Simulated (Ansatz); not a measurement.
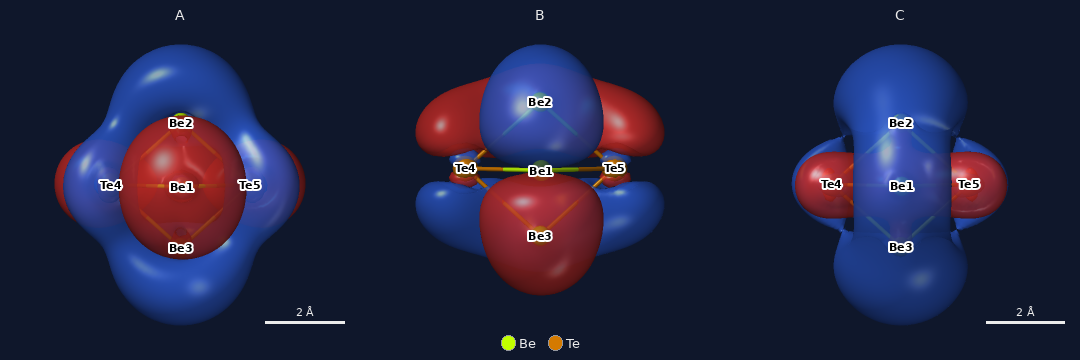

The picture shows: Be3Te2 (charge +1, quartet). Three frontier orbitals at ±0.06 Å⁻³ᐟ² (red and blue are the two phases), in no order.

Geometry: PBE-D4/def2-SVP; core potentials replace the inner electrons of Te.

All numbers below come from UKS PBE0-D4/def2-TZVP (Ansatz).

```xyz
5

Be    1.1957    0.1011   -0.3128
Be   -0.2535   -1.3146   -0.8659
Be   -0.0033    1.2929    0.9330
Te   -0.9167    0.9598   -1.2637
Te   -0.0223   -1.0391    1.5093
```

> Order the three orbitals by energy and name them. All are α orbitals.

B is the HOMO−1 (α) (−10.36 eV). It lies mainly on Be1 (about 30 %), Be2 (about 20 %), Be3 (about 20 %), Te4 (about 15 %) and Te5 (about 15 %). C is the HOMO (α) (−10.05 eV). Its weight (Hirshfeld) is mainly on Be2 (about 30 %), Be3 (about 30 %), Be1 (about 20 %), Te4 (about 10 %) and Te5 (about 10 %). A is the LUMO (α) (−7.66 eV). Its weight (Hirshfeld) is mainly on Be1 (about 35 %), Be2 (about 20 %), Be3 (about 20 %), Te4 (about 15 %) and Te5 (about 15 %).

> What is the gap between the highest occupied and lowest empty α orbitals?

2.39 eV between the orbital energies.
